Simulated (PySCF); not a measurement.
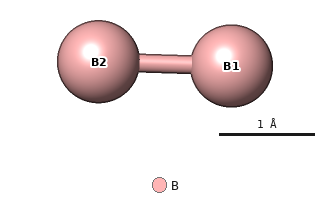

The structure (ball-and-stick view, seen at a tilt; atoms are numbered from 1 in the order of the input).

Single-point calculation of B2 (charge +1)

The run: single-point calculation of B2, charge +1, multiplicity 2. Method and program: wB97X-V/cc-pVDZ, UKS (PySCF 2.14.0).

The geometry is that of the parent species in another charge or spin state. The geometry comes from this level: GFN2-xTB.

## The input (job.py)
```python
from pyscf import gto, dft

mol = gto.M(
    atom='B 0.000000 0.000000 0.000000; B 0.000000 0.000000 1.405120',
    charge=1,
    basis='cc-pvdz',
    verbose=3,
    max_memory=1860,
    spin=1,
)

myscf = dft.UKS(mol, xc='wb97x-v')
myscf.conv_tol = 1e-10
myscf.nlcgrids.level = 1
myscf.grids.level = 4
myscf.kernel()
if not myscf.converged:
    myscf = myscf.newton().run(myscf.mo_coeff, myscf.mo_occ)

e_final = myscf.e_tot
print('Final energy', e_final)
```

Command:
```bash
OMP_NUM_THREADS=1 python job.py
```

## Log
```
WARN: HOMO -0.162150909692613 >= LUMO -0.162150909692613

converged SCF energy = -48.9688171828637  <S^2> = 0.75150791  2S+1 = 2.0015073
Final energy -48.96881718286366
```

## Results in brief

| quantity | value |
| --- | --- |
| outcome | converged |
| total energy | −48.968817 hartree |
| basis functions | 28 |
| ⟨S²⟩ | 0.752 |
| hardware | 1 thread of Arm Neoverse V2, 24 GiB of memory available, shared host |
| wall time | 4.8 s |
| peak memory | 0.18 GiB |

## Remarks

The record of the run, not the program, notes: dipole of an ion depends on the origin.
